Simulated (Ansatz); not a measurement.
# SiSnH₄F+: single points off equilibrium

The atoms stand at a structure displaced at random from a GFN2-xTB minimum. How far do the functionals agree with CCSD(T) there?

The runs use Ansatz 0.2.0, Gaussian basis; single points in def2-TZVPP.

Cores are frozen in the correlated methods. Filled d shells of the heavier atoms are correlated. Core potentials replace the inner electrons past krypton, and spin-orbit coupling is left out. B3LYP uses VWN-RPA correlation.

## 1. The starting structure

SMILES `F[SiH2][SnH2+]`, 7 atoms, charge 1, spin multiplicity 1.

Atoms are counted from 1 here; the program's logs count them from 0.

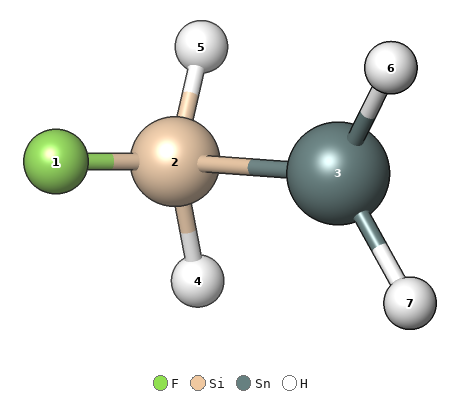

The starting geometry (fluorine green, silicon light orange, tin teal, hydrogen white); atoms are numbered from 1 in the order of the file.

Geometry (Å):

```xyz
7
FH4SiSn
F    -1.91560   -1.12700    0.00520
Si   -1.12550   -0.17350   -0.83890
Sn    1.13850    0.33040    0.74260
H    -0.47320   -0.90680   -1.94980
H    -1.76470    1.12700   -0.94010
H     1.43190    1.31840    2.18510
H     2.72590   -0.44470    0.61220
```

## 2. CCSD(T)/def2-TZVPP

The input, run/in.yaml:

```yaml
crystal:
  periodic: [false, false, false]
  atoms:
    - {symbol: F, position_ang: [-1.915600, -1.127000, 0.005200]}
    - {symbol: Si, position_ang: [-1.125500, -0.173500, -0.838900]}
    - {symbol: Sn, position_ang: [1.138500, 0.330400, 0.742600]}
    - {symbol: H, position_ang: [-0.473200, -0.906800, -1.949800]}
    - {symbol: H, position_ang: [-1.764700, 1.127000, -0.940100]}
    - {symbol: H, position_ang: [1.431900, 1.318400, 2.185100]}
    - {symbol: H, position_ang: [2.725900, -0.444700, 0.612200]}
basis:
  gaussian: {orbitals: def2-TZVPP}
total_charge: 1
correlation: {method: ccsd_t}
output: {forces: true}
```

The command line of these runs was not kept.

## 3. PBE0-D4/def2-TZVPP

run/in.yaml: that of step 2 with these lines changed.

```diff
@@ -13,3 +13,3 @@
 total_charge: 1
-correlation: {method: ccsd_t}
-output: {forces: true}
+hamiltonian: {xc: pbe0, dispersion: d4}
+output: {forces: true, orbitals: {seedname: orbitals}}
```

## 4. wB97M-V/def2-TZVPP

run/in.yaml: that of step 3 with these lines changed.

```diff
@@ -13,3 +13,3 @@
 total_charge: 1
-hamiltonian: {xc: pbe0, dispersion: d4}
-output: {forces: true, orbitals: {seedname: orbitals}}
+hamiltonian: {xc: {name: wB97M-V}}
+output: {forces: true}
```

## 5. r2SCAN-D4/def2-TZVPP

run/in.yaml: that of step 4 with these lines changed.

```diff
@@ -13,3 +13,3 @@
 total_charge: 1
-hamiltonian: {xc: {name: wB97M-V}}
+hamiltonian: {xc: r2scan, dispersion: d4}
 output: {forces: true}
```

## 6. PBE-D4/def2-TZVPP

run/in.yaml: that of step 5 with these lines changed.

```diff
@@ -13,3 +13,3 @@
 total_charge: 1
-hamiltonian: {xc: r2scan, dispersion: d4}
+hamiltonian: {xc: pbe, dispersion: d4}
 output: {forces: true}
```

## 7. CAM-B3LYP-D4/def2-TZVPP

run/in.yaml: that of step 6 with these lines changed.

```diff
@@ -13,3 +13,3 @@
 total_charge: 1
-hamiltonian: {xc: pbe, dispersion: d4}
+hamiltonian: {xc: {name: CAM-B3LYP}, dispersion: d4}
 output: {forces: true}
```

## 8. B3LYP-D4/def2-TZVPP

run/in.yaml: that of step 7 with these lines changed.

```diff
@@ -13,3 +13,3 @@
 total_charge: 1
-hamiltonian: {xc: {name: CAM-B3LYP}, dispersion: d4}
+hamiltonian: {xc: {name: B3LYP}, dispersion: d4}
 output: {forces: true}
```

(Steps that only read results are left out.)

Q: Predict the outcome of this session. Wanted: energy less free atoms, CCSD(T)/def2-TZVPP; RMS force component; RMS force error; HOMO and LUMO, PBE0-D4; T1 diagnostic.

**Answer**, as computed:

| quantity | value |
| --- | --- |
| energy less free atoms, CCSD(T)/def2-TZVPP | -1117.6 kJ/mol |
| RMS force component | 1.136 to 1.306 eV/Å over the methods |
| RMS force error | PBE0-D4 0.078, wB97M-V 0.051, r2SCAN-D4 0.069, PBE-D4 0.241, CAM-B3LYP-D4 0.047, B3LYP-D4 0.092 eV/Å |
| HOMO and LUMO, PBE0-D4 | -13.41 and -8.63 eV |
| T1 diagnostic | 0.013 |

What this shows: Against CCSD(T) the functionals' energies less atoms differ by -40.4 to -2.3 kJ/mol, PBE-D4 by -25.9 kJ/mol. A larger basis would deepen the CCSD(T) value, while the functionals are nearly converged already, so the order here is not reliable. For forces CAM-B3LYP-D4 does best and PBE-D4 worst. Frozen-core CCSD(T) forces in triple zeta carry basis errors of their own, and this is one geometry, so small gaps rank nothing.
